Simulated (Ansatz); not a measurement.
**FH3Si: molecular dynamics**

Purpose: to follow the molecule's vibrations and see whether its bonds hold. The start is relaxed first. Runs: 500 steps of 0.5 fs under a Nosé-Hoover thermostat at 1000 K. SMILES of the start: F[SiH3].

Method: RHF/6-31G, in Ansatz 0.2.0.

## (1) The system as given

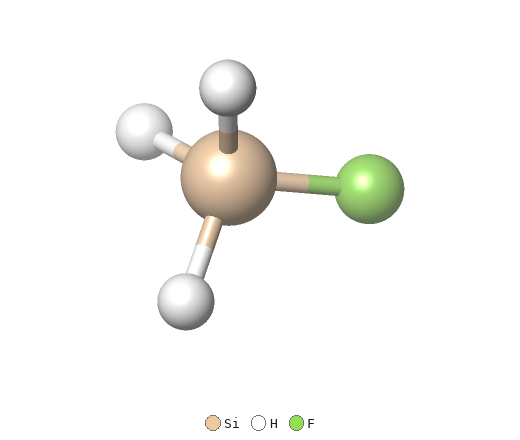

Start, viewed from a chosen angle; silicon light orange, hydrogen white, fluorine green.

As a file:

```xyz
5

Si    0.0000    0.0000    0.0000
H     0.0000    0.0000    1.4600
F     1.4994    0.0000   -0.5295
H    -0.6877    1.1914   -0.4862
H    -0.6877   -1.1914   -0.4862
```

## (2) Preparing the start

Contents of input.yaml:

```yaml
crystal:
  periodic: [false, false, false]
  atoms:
    - { symbol: Si, position_ang: [0.0, 0.0, 0.0] }
    - { symbol: H, position_ang: [0.0, 0.0, 1.46] }
    - { symbol: F, position_ang: [1.4994, 0.0, -0.5295] }
    - { symbol: H, position_ang: [-0.6877, 1.1914, -0.4862] }
    - { symbol: H, position_ang: [-0.6877, -1.1914, -0.4862] }
basis:
  gaussian: { orbitals: "6-31G" }
hamiltonian:
  xc: hf
relax:
  f_tol: 0.02
  max_steps: 40
output:
  orbitals: {}
```

Started as:

```console
> ansatz run input.yaml --threads 1 --pin off --max-ram 2048MiB --backend cpu --events-out ev --progress --plain --runs-dir out
```

Output, shortened:

```text
Warning: RAYON_NUM_THREADS=1 ignored (pool sized by the plan → 1); use --threads N
[...]
Functional definition: HF
[...]
345 factors; integrals over basis functions are off by at most 1.6e-4 eV
[...]
mean field -10613.93485294 eV, -390.0549114620 hartree, gradient 1.8e-5 eV, S^2 0.000000; 0 other end points of the search recorded, 0 dependent functions left out
[...]
reference -10613.93485294 eV, -390.0549114620 hartree; 13, 13 occupied and 15, 15 virtual orbitals, 345 factors
relax step   1: F+E_penalty+E_count = -10613.93485294 eV  Δ(F+E_penalty+E_count) = +0.000e0 eV  max|allowed force component| = 3.332e0 eV/Å  Δτ_max = 0.0000 Å  (25 SCF iters, accepted)
[...]
relax step   3: F+E_penalty+E_count = -10614.10985727 eV  Δ(F+E_penalty+E_count) = -4.619e-2 eV  max|allowed force component| = 2.328e-1 eV/Å  Δτ_max = 0.0272 Å  (20 SCF iters, accepted)
[...]
relax step   4: F+E_penalty+E_count = -10614.11069850 eV  Δ(F+E_penalty+E_count) = -8.412e-4 eV  max|allowed force component| = 5.186e-3 eV/Å  Δτ_max = 0.0039 Å  (22 SCF iters, accepted)
345 factors; integrals over basis functions are off by at most 1.7e-4 eV
[...]
mean field -10614.11069850 eV, -390.0613736672 hartree, gradient 1.9e-5 eV, S^2 0.000000; 1 other end points of the search recorded, 0 dependent functions left out
[...]
reference -10614.11069850 eV, -390.0613736672 hartree; 13, 13 occupied and 15, 15 virtual orbitals, 345 factors
Total energy: -10614.11069850 eV, -390.0613736672 hartree
Atom 0 at    -0.035166     0.000000     0.012830 Å, force     0.005186     0.000000    -0.001880 eV/Å
Atom 1 at     0.006663    -0.000000     1.495894 Å, force    -0.000922     0.000000     0.001310 eV/Å
Atom 2 at     1.550952     0.000000    -0.547738 Å, force    -0.001357     0.000000     0.000539 eV/Å
Atom 3 at    -0.699224     1.223004    -0.501443 Å, force    -0.001454     0.001161     0.000015 eV/Å
Atom 4 at    -0.699224    -1.223004    -0.501443 Å, force    -0.001454    -0.001161     0.000015 eV/Å
Dipole moment:    -0.543293    -0.000000     0.192036 e Å
```

Run time: 1.5 s. Hardware: 1 thread of Arm Neoverse V1, shared host; peak memory 0.07 GiB.

Relaxation path:

```
step  energy from step 1 (eV)  largest force component (eV/Å)
   1                   0.0000                          3.3319
   2                  -0.1288                          1.7093
   3                  -0.1750                          0.2328
   4                  -0.1758                          0.0052
```

Step 1 is the start.

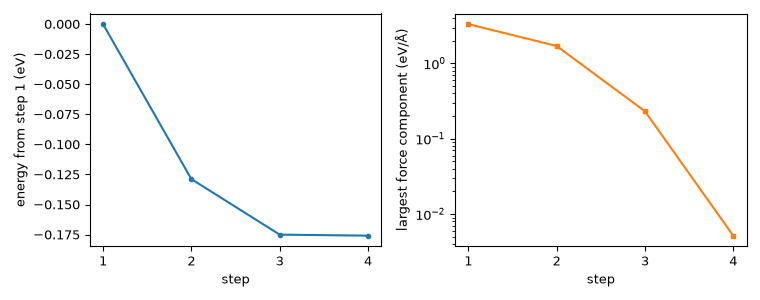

How energy and force went from step to step.

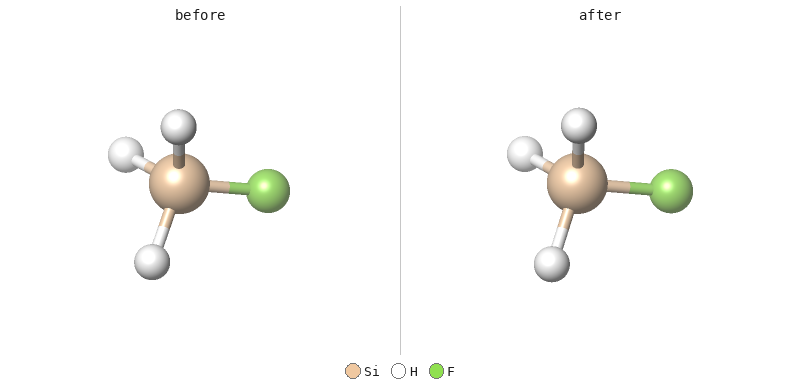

Before and after, at one scale.

After: Bond lengths: Si1–H2 1.484 Å, Si1–F3 1.682 Å, Si1–H4 1.484 Å, Si1–H5 1.484 Å. Angles: H2–Si1–F3 107.8°, H2–Si1–H4 111.0°, H2–Si1–H5 111.0°, F3–Si1–H4 107.8°, F3–Si1–H5 107.8°, H4–Si1–H5 111.0°.

## (3) The run

500 steps of 0.5 fs under a Nosé-Hoover thermostat at 1000 K, from the relaxed start.

Contents of input.yaml:

```yaml
crystal:
  periodic: [false, false, false]
  atoms:
    - { symbol: Si, position_ang: [-0.035166, 0.0, 0.01283] }
    - { symbol: H, position_ang: [0.006663, 0.0, 1.495894] }
    - { symbol: F, position_ang: [1.550952, 0.0, -0.547738] }
    - { symbol: H, position_ang: [-0.699224, 1.223004, -0.501443] }
    - { symbol: H, position_ang: [-0.699224, -1.223004, -0.501443] }
basis:
  gaussian: { orbitals: "6-31G" }
hamiltonian:
  xc: hf
md:
  timestep: 0.5
  n_steps: 500
  ensemble: nvt_nose_hoover
  temperature: 1000.0
  initial_velocities: maxwell_boltzmann
  seed: 173079
```

Started as:

```console
> ansatz run input.yaml --threads 1 --pin off --max-ram 2048MiB --backend cpu --events-out ev --progress --plain --runs-dir out
```

Output, shortened:

```text
Warning: RAYON_NUM_THREADS=1 ignored (pool sized by the plan → 1); use --threads N
[...]
Functional definition: HF
[...]
344 factors; integrals over basis functions are off by at most 1.7e-4 eV
[...]
mean field -10614.11072311 eV, -390.0613745715 hartree, gradient 2.5e-5 eV, S^2 0.000000; 0 other end points of the search recorded, 0 dependent functions left out
[...]
reference -10614.11072311 eV, -390.0613745715 hartree; 13, 13 occupied and 15, 15 virtual orbitals, 344 factors
md step     0: t =     0.00 fs  T =  1000.0 K  F+E_penalty+E_count = -10614.11072311 eV  E_kin = 0.387780 eV  conserved = -10613.72294311 eV  (26 SCF iters)
[...]
md step    20: t =    10.00 fs  T =   383.2 K  F+E_penalty+E_count = -10613.86932310 eV  E_kin = 0.148603 eV  conserved = -10613.72160333 eV  (20 SCF iters)
[...]
md step    40: t =    20.00 fs  T =   357.7 K  F+E_penalty+E_count = -10613.85561464 eV  E_kin = 0.138726 eV  conserved = -10613.72032275 eV  (20 SCF iters)
[...]
md step    60: t =    30.00 fs  T =   759.2 K  F+E_penalty+E_count = -10614.00728026 eV  E_kin = 0.294412 eV  conserved = -10613.72220050 eV  (20 SCF iters)
[...]
md step    80: t =    40.00 fs  T =   365.2 K  F+E_penalty+E_count = -10613.84560706 eV  E_kin = 0.141604 eV  conserved = -10613.72027130 eV  (20 SCF iters)
md step    81: t =    40.50 fs  T =   243.7 K  F+E_penalty+E_count = -10613.79717735 eV  E_kin = 0.094487 eV  conserved = -10613.71920746 eV  (20 SCF iters)
md step    82: t =    41.00 fs  T =   207.8 K  F+E_penalty+E_count = -10613.78268610 eV  E_kin = 0.080571 eV  conserved = -10613.71882181 eV  (21 SCF iters)
```

## (4) More of the same log: dynamics from the start

Output, continued, shortened:

```text
md step    83: t =    41.50 fs  T =   272.5 K  F+E_penalty+E_count = -10613.80809283 eV  E_kin = 0.105674 eV  conserved = -10613.71932990 eV  (20 SCF iters)
[...]
md step   108: t =    54.00 fs  T =   545.7 K  F+E_penalty+E_count = -10613.90199934 eV  E_kin = 0.211595 eV  conserved = -10613.72175677 eV  (20 SCF iters)
[...]
md step   133: t =    66.50 fs  T =   926.9 K  F+E_penalty+E_count = -10614.03449023 eV  E_kin = 0.359424 eV  conserved = -10613.72185025 eV  (26 SCF iters)
[...]
md step   158: t =    79.00 fs  T =   275.0 K  F+E_penalty+E_count = -10613.75802161 eV  E_kin = 0.106632 eV  conserved = -10613.71990247 eV  (20 SCF iters)
[...]
md step   183: t =    91.50 fs  T =   342.0 K  F+E_penalty+E_count = -10613.75178077 eV  E_kin = 0.132606 eV  conserved = -10613.71961493 eV  (20 SCF iters)
md step   184: t =    92.00 fs  T =   282.5 K  F+E_penalty+E_count = -10613.72802675 eV  E_kin = 0.109565 eV  conserved = -10613.71953105 eV  (20 SCF iters)
md step   185: t =    92.50 fs  T =   259.1 K  F+E_penalty+E_count = -10613.71834179 eV  E_kin = 0.100467 eV  conserved = -10613.71949425 eV  (20 SCF iters)
```

## (5) The log goes on: dynamics from the start

The log, continued, shortened:

```text
md step   186: t =    93.00 fs  T =   273.3 K  F+E_penalty+E_count = -10613.72330591 eV  E_kin = 0.105967 eV  conserved = -10613.71950440 eV  (20 SCF iters)
[...]
md step   207: t =   103.50 fs  T =   987.4 K  F+E_penalty+E_count = -10613.97108474 eV  E_kin = 0.382901 eV  conserved = -10613.72166895 eV  (19 SCF iters)
[...]
md step   228: t =   114.00 fs  T =   510.7 K  F+E_penalty+E_count = -10613.75066867 eV  E_kin = 0.198045 eV  conserved = -10613.71844709 eV  (20 SCF iters)
[...]
md step   249: t =   124.50 fs  T =   569.2 K  F+E_penalty+E_count = -10613.74037998 eV  E_kin = 0.220737 eV  conserved = -10613.71955870 eV  (19 SCF iters)
[...]
md step   499: t =   249.50 fs  T =   665.3 K  F+E_penalty+E_count = -10613.46650086 eV  E_kin = 0.257974 eV  conserved = -10613.71474206 eV  (20 SCF iters)
[...]
md step   500: t =   250.00 fs  T =   601.4 K  F+E_penalty+E_count = -10613.44056061 eV  E_kin = 0.233224 eV  conserved = -10613.71370328 eV  (26 SCF iters)
Total energy: -10613.44056061 eV, -390.0367465539 hartree
Atom 0 at    -0.057686    -0.004609     0.018123 Å, force     4.025328     5.105933     1.444522 eV/Å
Atom 1 at     0.053649     0.062196     1.477552 Å, force    -0.084276    -0.124699     0.358011 eV/Å
Atom 2 at     1.585391    -0.003798    -0.556150 Å, force    -1.489860     0.112768     0.384024 eV/Å
Atom 3 at    -0.823738     1.160224    -0.493901 Å, force     0.281474     0.289924     0.015876 eV/Å
Atom 4 at    -0.643329    -1.022417    -0.479576 Å, force    -2.732667    -5.383926    -2.202433 eV/Å
Dipole moment:    -0.603579    -0.071628     0.207456 e Å
```

Run time: 1.7 min. Hardware: 1 thread of Arm Neoverse V1, shared host; peak memory 0.055 GiB.

## (6) What the atoms did

One step in 20; energies are changes from step 0:

```
time (fs)  T (K)  potential energy change (meV/atom)  conserved energy change (meV/atom)
      0.0   1000                                 0.0                                0.00
     10.0    383                                48.3                                0.27
     20.0    358                                51.0                                0.52
     30.0    759                                20.7                                0.15
     40.0    365                                53.0                                0.53
     50.0    434                                49.5                                0.50
     60.0    654                                34.9                                0.35
     70.0    314                                64.9                                0.83
     80.0    515                                52.1                                0.50
     90.0    686                                44.4                                0.52
    100.0    288                                80.5                                0.99
    110.0    768                                48.1                                0.52
    120.0    676                                64.3                                0.66
    130.0    317                                98.0                                1.11
    140.0   1093                                45.5                                0.57
    150.0    653                                88.2                                0.81
    160.0    521                               106.4                                1.35
    170.0   1063                                69.5                                0.70
    180.0    951                                85.8                                0.95
    190.0    320                               140.0                                1.57
    200.0   1469                                53.8                                0.75
    210.0    701                               118.1                                1.09
    220.0    615                               127.5                                1.73
    230.0   1194                                84.0                                0.87
    240.0    968                               103.7                                1.07
    250.0    601                               134.0                                1.85
```

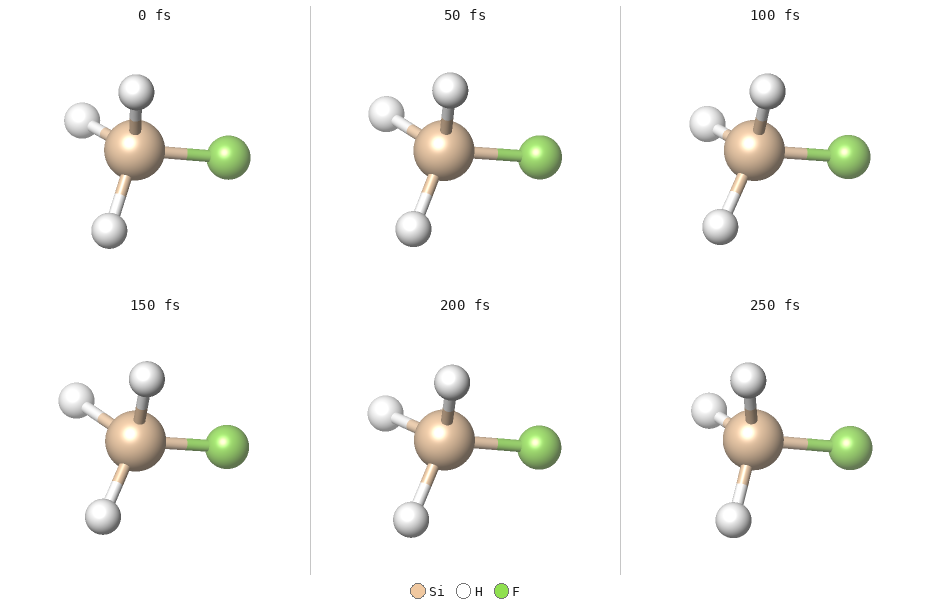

The system at six times, viewed from a chosen angle. Sticks join atoms within a bonding distance in each frame.

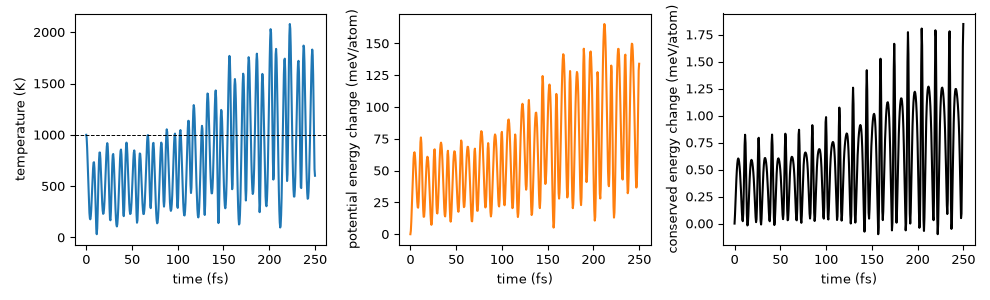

Traces against time; each panel has its own scale. The dashed line is the set temperature.

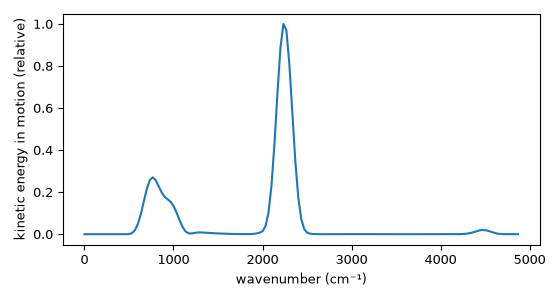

Power spectrum of the mass-weighted velocities; a run of 250 fs resolves no finer than about 270 cm⁻¹.

Maxima of the velocity power spectrum (cm⁻¹, relative height; resolution about 270 cm⁻¹): 770 (27), 2230 (100).

## (7) Frames from the trajectory

Extended XYZ, with forces in eV/Å:

```xyz
5
time_fs=31.0 T=529 dE=0.1948
Si   -0.025    0.012    0.000   -1.667   -1.762   -0.217
H     0.135   -0.048    1.436   -0.203    0.122    0.857
F     1.533   -0.008   -0.531    1.067    0.252   -0.810
H    -0.794    1.217   -0.427    0.236   -0.163   -0.137
H    -0.694   -1.355   -0.472    0.567    1.551    0.307
5
time_fs=62.5 T=228 dE=0.3437
Si   -0.026    0.006    0.017   -1.563   -1.850   -1.239
H    -0.106   -0.041    1.474    0.220    0.144    0.501
F     1.540    0.001   -0.551    0.550   -0.193    0.078
H    -0.577    1.273   -0.551   -0.238   -0.331    0.123
H    -0.763   -1.413   -0.493    1.030    2.229    0.537
5
time_fs=94.0 T=411 dE=0.3352
Si   -0.043    0.008    0.018   -0.279   -2.215   -0.253
H    -0.125   -0.064    1.533    0.316    0.264   -0.618
F     1.569    0.000   -0.558   -0.822   -0.110    0.504
H    -0.614    1.260   -0.529   -0.216   -0.128   -0.007
H    -0.767   -1.416   -0.455    1.001    2.190    0.374
5
time_fs=125.0 T=737 dE=0.3064
Si   -0.055    0.018   -0.001    0.810   -2.708    1.244
H     0.145   -0.105    1.529   -0.369    0.412   -0.962
F     1.581   -0.011   -0.540   -1.260    0.352   -0.108
H    -0.850    1.191   -0.398    0.162    0.183   -0.278
H    -0.716   -1.389   -0.408    0.657    1.761    0.104
5
time_fs=156.0 T=1679 dE=0.0585
Si   -0.029    0.004    0.010   -0.853   -0.880    0.576
H    -0.067   -0.038    1.539    0.166    0.159   -0.809
F     1.544   -0.001   -0.544    0.422   -0.079    0.009
H    -0.644    1.230   -0.540   -0.134    0.057    0.052
H    -0.724   -1.267   -0.495    0.399    0.744    0.172
5
time_fs=187.5 T=1495 dE=0.2329
Si   -0.015   -0.006    0.018   -0.755    2.166   -0.171
H    -0.144    0.014    1.464    0.227    0.057    0.667
F     1.518    0.002   -0.546    1.911   -0.344   -0.121
H    -0.516    1.243   -0.630   -0.376   -0.071    0.357
H    -0.663   -1.121   -0.509   -1.007   -1.808   -0.732
5
time_fs=219.0 T=713 dE=0.5972
Si   -0.038    0.007    0.002    2.001    4.122    0.960
H     0.176    0.010    1.406   -0.223    0.024    1.508
F     1.551   -0.016   -0.533    0.161    0.354   -0.563
H    -0.882    1.160   -0.433    0.455    0.148   -0.046
H    -0.605   -1.061   -0.465   -2.394   -4.648   -1.859
5
time_fs=250.0 T=601 dE=0.6702
Si   -0.058   -0.005    0.018    4.025    5.106    1.444
H     0.054    0.062    1.478   -0.084   -0.125    0.358
F     1.585   -0.004   -0.556   -1.490    0.113    0.384
H    -0.824    1.160   -0.494    0.281    0.290    0.016
H    -0.643   -1.022   -0.480   -2.733   -5.384   -2.202
```

## (8) What came out

| quantity | value |
| --- | --- |
| relaxation of the start | 3 moves, 0.176 eV lower |
| length | 500 steps of 0.5 fs |
| temperature, first and last step | 1000 and 601 K |
| temperature, second half | mean 997 K, from 97 to 2080 K |
| potential energy, second half | +80 meV/atom from the start |
| largest change of the conserved energy | 1.85 meV/atom |
| bonds formed or broken | 0 |

What this shows: Against a set 1000 K the second half averages 997 K with a spread of 508 K. The conserved energy strays from its start by at most 1.85 meV/atom, 3.0 % of the mean kinetic energy, fair for a step of 0.5 fs. No bond forms or breaks. Averages from a run of 250 fs with 5 atoms are rough. The nuclei move classically, without zero-point motion, which matters most for hydrogen. In so small a basis the energies are only a sketch.
